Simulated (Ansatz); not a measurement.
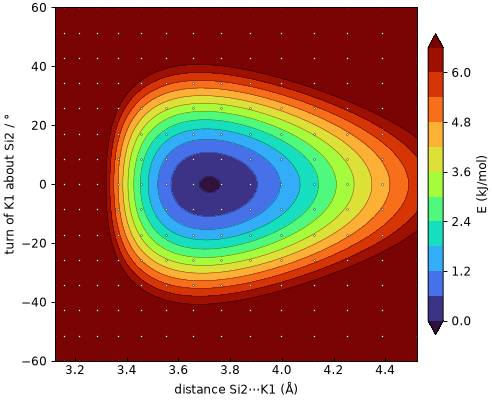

H4KSi, charge +1. The turn is about an axis along (−0.05, −1.00, 0.04) in the frame of the relaxed pair, normal to the line between the partners. Coordinates scanned: (1) distance Si2···K1; (2) turn of K1 about Si2. The grid has 15 × 15 points. All energies are given in kJ/mol relative to the lowest grid point. The calculation used Ansatz 0.2.0, RHF/def2-TZVPD.

Drawn: filled contours, dots at the grid points, one colour for all values above the top of the scale. Between grid points the surface is interpolated.

**Estimate the position of the minimum and the force constants in these coordinates.**

The interpolated minimum is at distance Si2···K1 ≈ 3.720 Å, turn of K1 about Si2 ≈ 0.0°. The curvatures there are about 0.49 eV/Å² and 0.38 eV/rad², with a cross term of about 0 eV/(Å·rad). Round the minimum the two coordinates are nearly uncoupled. (1 eV is 96.5 kJ/mol.)
